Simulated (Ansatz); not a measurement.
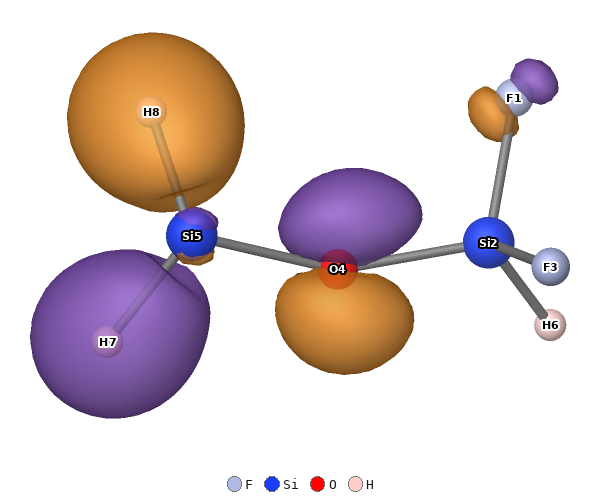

The picture shows: F$_{2}$H$_{3}$OSi$_{2}$ (doublet). The HOMO−1 (α) at ±0.15 Å⁻³ᐟ² (orange and purple are the two phases), seen across its widest extent.

Geometry: PBE0-D4/def2-TZVP.

Computed with UKS PBE0-D4/def2-TZVPP (Ansatz).

Input file:

```
crystal:
  periodic: [false, false, false]
  atoms:
    - {symbol: F, position_ang: [-0.116614, -0.408052, 2.158632]}
    - {symbol: Si, position_ang: [0.851291, 0.117096, 1.023496]}
    - {symbol: F, position_ang: [2.027094, -0.932721, 0.905266]}
    - {symbol: O, position_ang: [0.064043, 0.211120, -0.369584]}
    - {symbol: Si, position_ang: [-0.912969, -0.413678, -1.540273]}
    - {symbol: H, position_ang: [1.395466, 1.420729, 1.407235]}
    - {symbol: H, position_ang: [-0.937877, 0.564136, -2.661895]}
    - {symbol: H, position_ang: [-2.278338, -0.615829, -0.978677]}
basis:
  gaussian: {orbitals: def2-TZVPP}
magnetization: {spin_polarized: true, initial_magnetization: 1}
hamiltonian: {xc: pbe0, dispersion: d4}
output: {orbitals: {seedname: orbitals}}
```

Run with:

```sh
ansatz run in.yaml --threads 4 --pin off --events-out ev --progress --plain --max-ram 10444MiB
```

What is the character of this orbital?

Its weight (Hirshfeld) is mainly on Si5 (about 30 %), O4 (about 25 %), H8 (about 20 %) and H7 (about 20 %). Its energy is −9.67 eV.
